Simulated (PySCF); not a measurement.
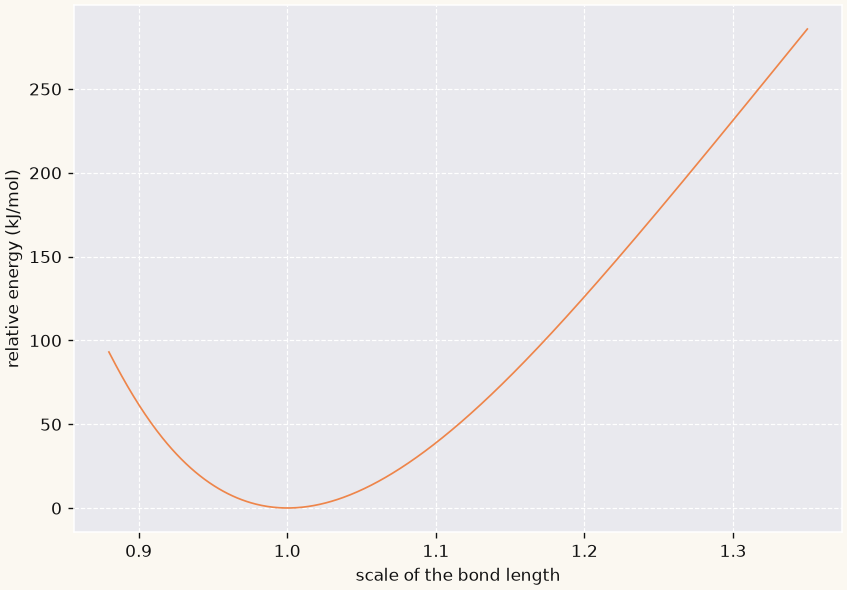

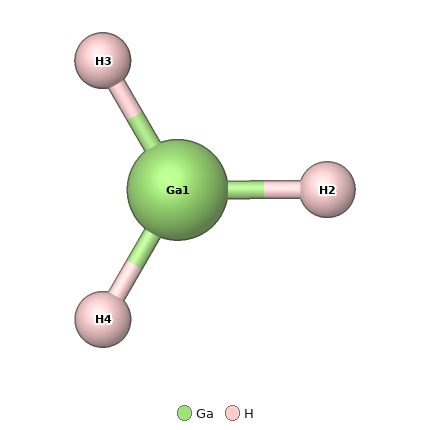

Rigid scan of GaH₃, singlet, from a minimum of the shape that electron-pair counting expects: all bonds to atom 1 scaled (atom 1 is the central atom). BP86/def2-TZVP in PySCF 2.14.0, restricted determinant, no spin-orbit coupling; energies counted from the minimum. Splines pass through the computed points.

Q: What does it cost to go to either end of the scan?

A: 93.1 kJ/mol at 0.88 and 285.7 kJ/mol at 1.35.

Q: Give the values at the computed points.

A: In kJ/mol:
| scale of the bond length | BP86 |
| --- | --- |
| 0.88 | 93.1 |
| 0.92 | 37.6 |
| 0.96 | 8.6 |
| 1.00 | 0.0 |
| 1.04 | 7.1 |
| 1.08 | 25.9 |
| 1.14 | 69.9 |
| 1.22 | 146.3 |
| 1.35 | 285.7 |

Note: no scalar relativity.
